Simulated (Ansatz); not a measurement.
## Single-point calculation of Al2P2 (charge −1)

System: Al2P2, charge −1, multiplicity 2.
Method: UKS PBE0-D4/def2-TZVPD (Ansatz 0.2.0).

The geometry comes from this level: B3LYP-D4/def2-TZVPD.

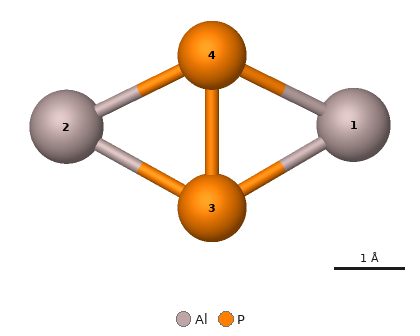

*The structure (ball-and-stick view, seen on its broad side; atoms are numbered from 1 in the order of the input). Sticks mark near contacts.*

Bond lengths as drawn: Al–P 2.43 Å and P–P 2.22 Å.

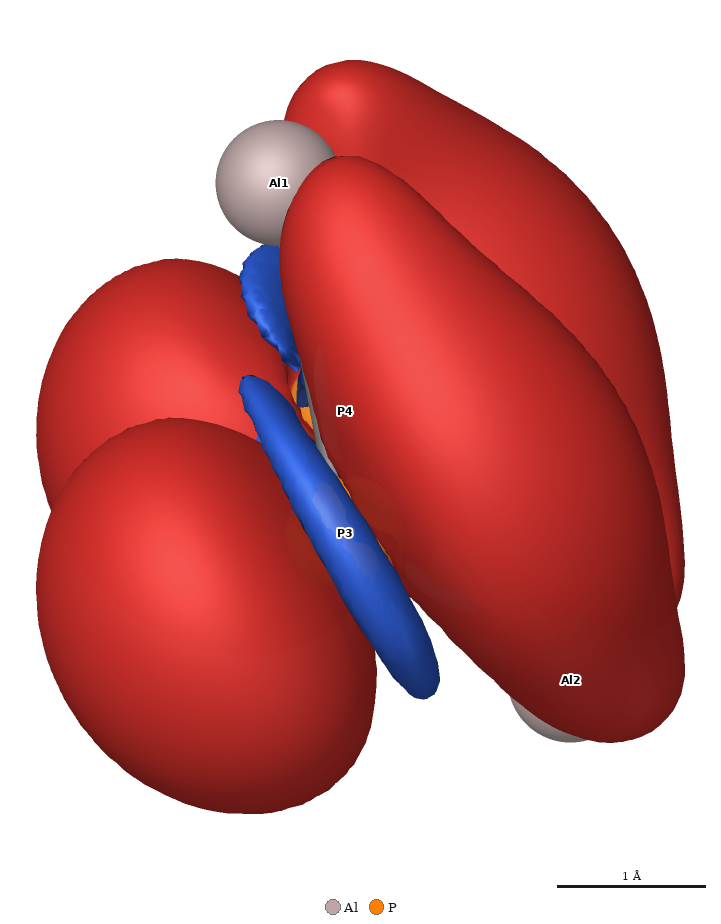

*Isosurfaces of the spin density at +0.005 (red) and −0.005 e/Å³ (blue), seen at an oblique angle.*

The unpaired spin (1 electron) lies mostly on P4 (about 0.4) and P3 (about 0.4), in electrons by Hirshfeld's partition.

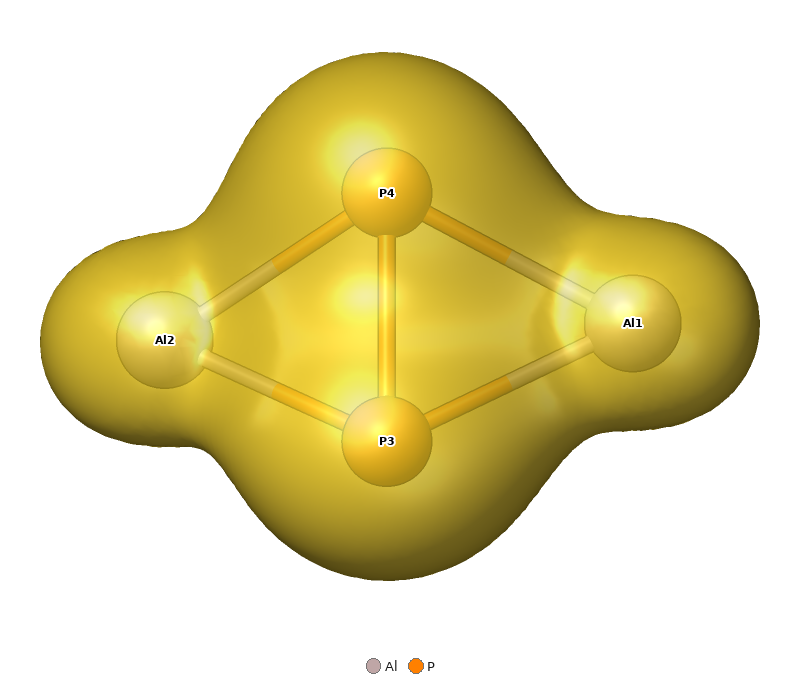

*Isosurface of the total electron density at 0.2 e/Å³ (yellow), seen at a tilt.*

At this value the surface is in one piece. On the grid the lowest density along these lines, outside the cores, is 0.7 e/Å³ (P–P, 2.22 Å) and 0.33 e/Å³ (Al–P, 2.43 Å).

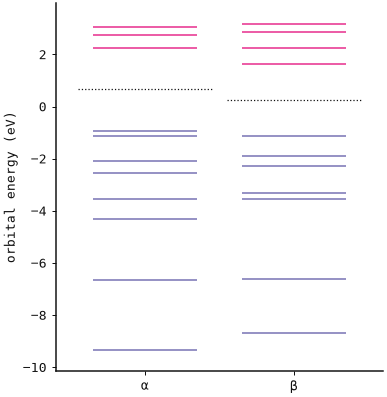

*Orbital energies near the frontier for α and β spins; the dotted line parts filled from empty levels, and levels within 0.02 eV of each other stand side by side.*

α: highest filled −0.93 eV, lowest empty 2.24 eV, 3.17 eV apart; β: highest filled −1.12 eV, lowest empty 1.64 eV, 2.76 eV apart.

These pictures come from the run below.

Input:
```yaml
crystal:
  periodic: [false, false, false]
  atoms:
    - {symbol: Al, position_ang: [-1.548345, -0.019539, -1.411653]}
    - {symbol: Al, position_ang: [1.155038, -0.348569, 1.713152]}
    - {symbol: P, position_ang: [0.651238, -0.701879, -0.637385]}
    - {symbol: P, position_ang: [-0.257931, 1.069987, 0.335876]}
basis:
  gaussian: {orbitals: def2-TZVPD, initial_orbitals: start.molden}
total_charge: -1
magnetization: {spin_polarized: true, initial_magnetization: 1}
hamiltonian: {xc: pbe0, dispersion: d4}
scf: {omitted_lower_state_checks: [starts]}
output: {orbitals: {seedname: orbitals}}
```

Command:
```bash
ansatz run in.yaml --threads 2 --pin off --events-out ev --progress --plain --max-ram 4352MiB
```

What the program printed:
```
Functional definition: PBE0
  name "PBE0"
  cite "Adamo & Barone, J. Chem. Phys. 110, 6158 (1999) doi:10.1063/1.478522"
  cite "Perdew, Burke & Ernzerhof, Phys. Rev. Lett. 77, 3865 (1996) doi:10.1103/PhysRevLett.77.3865"
  parent pbe
  parameter a = 0.25
  parameter kappa = 0.804
  parameter beta = 0.06672455060314922
  exchange = (1 - a)*pbe_x(kappa = kappa, mu = beta*pi^2/3) + a*exact_x
  correlation = pbe_c(beta = beta)
these checks for a lower state are left out or cut short: starts
1172 factors; their error is unknown
mean field evaluation 1: about -31758.8409 eV, gradient 8.9e1 eV
mean field evaluation 2: about -31760.8545 eV, gradient 2.8e0 eV
mean field evaluation 4: about -31760.9655 eV, gradient 1.5e-3 eV
mean field -31761.04930725 eV, -1167.1970336291 hartree, gradient 4.9e-5 eV, S^2 0.762936; 0 other end points of the search recorded, 0 dependent functions left out
reference -31761.04933718 eV, -1167.1970347290 hartree; 29, 28 occupied and 143, 144 virtual orbitals, 1172 factors
Total energy: -31761.25153925 eV, -1167.2044655180 hartree
Checks for a lower state left out: starts
```

Summary:

- outcome: converged
- total energy: −31761.2515 eV
- mean-field energy: −31761.0493 eV
- dispersion energy: −0.2022 eV
- ⟨S²⟩: 0.763
- SCF solution under orbital rotations: stable
- HOMO (either spin): −0.93 eV
- LUMO (either spin): 1.64 eV
- hardware: 2 threads of AMD EPYC, 149 GiB of memory available, shared host
- wall time: 14 s (CPU time 26 s)
- peak memory: 0.58 GiB
